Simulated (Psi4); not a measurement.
# B3LYP/6-311+G(d,p) run of [AlF4]− (fluoroaluminate)

Aim: the vertical singlet–triplet gap of [AlF4]− (fluoroaluminate) at B3LYP/6-311+G**, from 2 runs. 

The results are computed with Psi4 1.11.

3 further runs of the same task are left out: 3 that didn't finish.

### 1 The molecule

[AlF4]−: 5 atoms, total charge -1, spin state singlet. SMILES: `[F][Al-]([F])([F])[F]`. The shape is that of a PBE0-D4/def2-TZVPD optimisation.

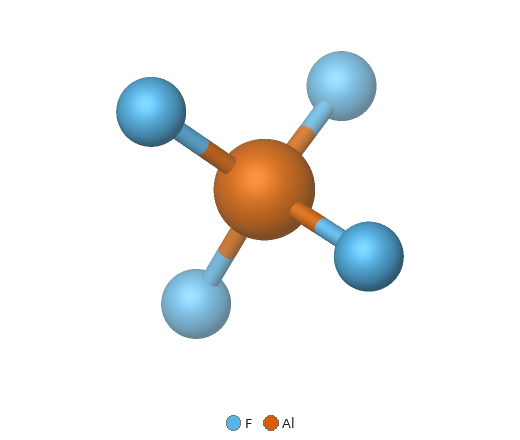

The structure, seen from a chosen angle (fluorine blue, aluminium orange).

### 2 A single-point energy at B3LYP/6-311+G(d,p)

File job.inp:

```
memory 1600 mb

molecule {
  -1 1
  F     -0.101500    -0.294000     1.660000
  Al     0.000000     0.000000     0.000000
  F     -1.343000     0.895800    -0.496200
  F      0.034500    -1.469900    -0.831000
  F      1.409900     0.868100    -0.332800
  units angstrom
  symmetry c1
  no_reorient
  no_com
}

set {
  reference            rks
  puream               true
  e_convergence        1e-09
  d_convergence        1e-08
  scf_type             pk
  dft_radial_points    99
  dft_spherical_points 590
}

result, w = energy('b3lyp/6-311+G**', return_wfn=True)
print_variables()
```

Command:

```bash
$ psi4 -n 1 job.inp job.out
```

job.out:

```text
[...]
  Running in c1 symmetry.
[...]
  Nuclear repulsion =  239.890506033856099
[...]
  Multiplicity = 1
[...]
  Nalpha       = 25
  Nbeta        = 25
[...]
    Number of basis functions: 118
[...]
   @RKS iter   1:  -642.04300003966819   -9.23461e-01   8.89785e-03 DIIS/ADIIS
[...]
   @RKS iter   9:  -642.37074829966468   -2.15891e-10   5.47931e-09 DIIS
[...]
    Orbital Energies [Eh]
    ---------------------
    Doubly Occupied:
       1A    -55.840021     2A    -24.442294     3A    -24.442285
       4A    -24.442282     5A    -24.442280     6A     -3.949708
       7A     -2.503383     8A     -2.503383     9A     -2.503383
      10A     -0.960475    11A     -0.943836    12A     -0.943826
      13A     -0.943825    14A     -0.301606    15A     -0.254979
      16A     -0.254975    17A     -0.254974    18A     -0.222180
      19A     -0.222179    20A     -0.215516    21A     -0.215516
      22A     -0.215515    23A     -0.191701    24A     -0.191700
      25A     -0.191697
[...]
  @RKS Final Energy:  -642.37074829966468
   => Energetics <=
    Nuclear Repulsion Energy =            239.8905060338560986
    One-Electron Energy =               -1386.0420653245012090
    Two-Electron Energy =                 553.0826822973942853
    DFT Exchange-Correlation Energy =     -49.3018713064139078
    Empirical Dispersion Energy =           0.0000000000000000
    VV10 Nonlocal Energy =                  0.0000000000000000
    Total Energy =                       -642.3707482996646831
[...]
 Multipole Moments:
 ------------------------------------------------------------------------------------
     Multipole            Electronic (a.u.)      Nuclear  (a.u.)        Total (a.u.)
 ------------------------------------------------------------------------------------
 L = 1.  Multiply by 2.5417464519 to convert [e a0] to [Debye]
 Dipole X            :          0.0018485           -0.0017008            0.0001478
 Dipole Y            :          0.0000258            0.0000000            0.0000258
 Dipole Z            :         -0.0000062           -0.0000000           -0.0000062
 Magnitude           :                                                    0.0001501
[...]
```

Wall time 16 s (1 thread of Intel Xeon Platinum 8259CL at 2.50GHz (Skylake/Cascade Lake), shared host); peak memory 0.7 GiB.

### 3 The triplet

File input.inp:

```
memory 1.6 GB

molecule {
  -1 3
  F     -0.101500    -0.294000     1.660000
  Al     0.000000     0.000000     0.000000
  F     -1.343000     0.895800    -0.496200
  F      0.034500    -1.469900    -0.831000
  F      1.409900     0.868100    -0.332800
  units angstrom
  symmetry c1
  no_reorient
  no_com
}

set {
  basis                6-311+G**
  reference            uks
  puream               true
  e_convergence        1e-09
  d_convergence        1e-08
  scf_type             pk
  dft_radial_points    99
  dft_spherical_points 590
  maxiter              200
}

E, wfn = energy('b3lyp', return_wfn=True)
oeprop(wfn, 'QUADRUPOLE', 'WIBERG_LOWDIN_INDICES', 'DIPOLE')
```

Command:

```bash
$ psi4 input.inp input.out -n 1
```

input.out:

```text
[...]
  Running in c1 symmetry.
[...]
  Nuclear repulsion =  239.890506033856099
[...]
  Multiplicity = 3
[...]
  Nalpha       = 26
  Nbeta        = 24
[...]
    Number of basis functions: 118
[...]
   @UKS iter   1:  -641.79637507810048   -6.76836e-01   7.23560e-03 ADIIS/DIIS
[...]
   @UKS iter  32:  -642.06510855507463   -4.88853e-12   8.89733e-09 DIIS
[...]
   @S^2 Observed:                2.005594064E+00
[...]
    Orbital Energies [Eh]
    ---------------------
    Alpha Occupied:
       1A    -55.923391     2A    -24.580990     3A    -24.580985
       4A    -24.543319     5A    -24.543289     6A     -4.033261
       7A     -2.587257     8A     -2.586735     9A     -2.586251
      10A     -1.081623    11A     -1.072329    12A     -1.045135
      13A     -1.038930    14A     -0.401875    15A     -0.369175
      16A     -0.366787    17A     -0.347656    18A     -0.340007
      19A     -0.339011    20A     -0.329051    21A     -0.315584
      22A     -0.311332    23A     -0.304035    24A     -0.299768
      25A     -0.280679    26A      0.067090
    Alpha Virtual:
[...]
  @UKS Final Energy:  -642.06510855507463
   => Energetics <=
    Nuclear Repulsion Energy =            239.8905060338560986
    One-Electron Energy =               -1381.1460729675566199
    Two-Electron Energy =                 548.2562957755874322
    DFT Exchange-Correlation Energy =     -49.0658373969615837
    Empirical Dispersion Energy =           0.0000000000000000
    VV10 Nonlocal Energy =                  0.0000000000000000
    Total Energy =                       -642.0651085550746302
[...]
 Multipole Moments:
 ------------------------------------------------------------------------------------
     Multipole            Electronic (a.u.)      Nuclear  (a.u.)        Total (a.u.)
 ------------------------------------------------------------------------------------
 L = 1.  Multiply by 2.5417464519 to convert [e a0] to [Debye]
 Dipole X            :          0.0147161           -0.0017008            0.0130154
 Dipole Y            :          0.3394835            0.0000000            0.3394835
 Dipole Z            :         -0.1595465           -0.0000000           -0.1595465
 Magnitude           :                                                    0.3753312
 L = 2.  Multiply by 1.3450342976 to convert [e a0^2] to [Debye ang]
 Quadrupole XX       :       -161.3294614          122.2255346          -39.1039269
 Quadrupole XY       :         -0.0166689            0.0001363           -0.0165326
[...]
```

It took 65 s on 1 thread of Intel Xeon Platinum 8259CL at 2.50GHz (Skylake/Cascade Lake), shared host; peak memory 0.7 GiB.

### 4 Summary of results

At B3LYP/6-311+G**:

```
                                                      quantity          value
                                         singlet: total energy  -642.37075 Eh
                                          singlet: HOMO energy       -5.22 eV
                                          singlet: LUMO energy        3.79 eV
singlet: HOMO–LUMO gap (to an unbound level, set by the basis)        9.01 eV
                                         triplet: total energy  -642.06511 Eh
                   triplet: HOMO energy (highest over α and β)        1.83 eV
                                                 triplet: ⟨S²⟩          2.006
              vertical energy of the triplet above the singlet       8.317 eV
```

In words: At this shape the triplet lies 8.32 eV (802 kJ/mol) above the singlet. For an anion a state so high probably lies above electron detachment. The HOMO (triplet) lies at positive energy, 1.83 eV; only total energies tell whether the electron is bound.
